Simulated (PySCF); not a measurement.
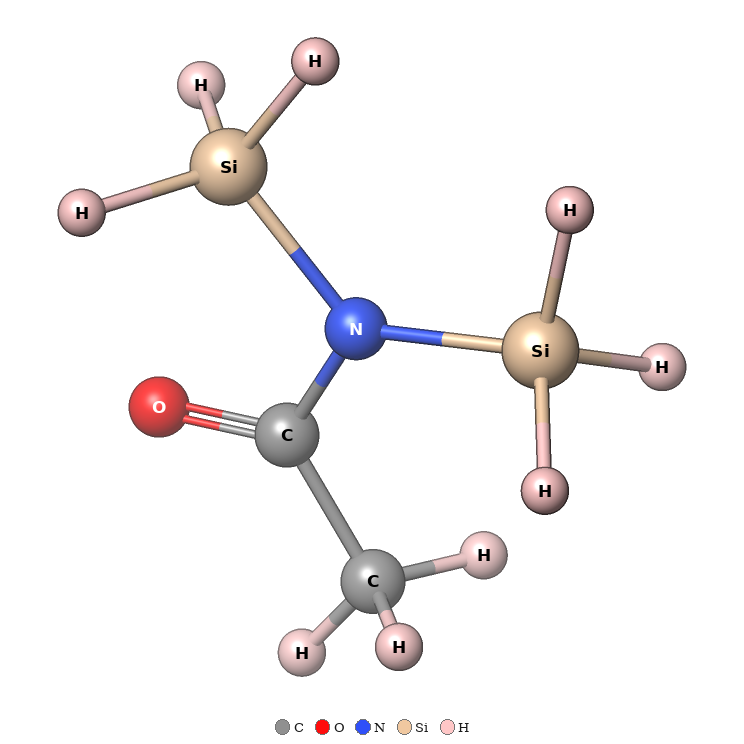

Depth is shown by fading: the farther an atom, the more it takes the colour of the background. The computed structure is the end point of a PBE0-D3(BJ)/def2-SVP optimisation. No frequency run is at hand to confirm it as a minimum.

> Which symmetry elements does this geometry have?

It has 1 mirror plane, so the point group is Cs. The group has 2 operations. The geometry is achiral, and symmetry allows a dipole moment.
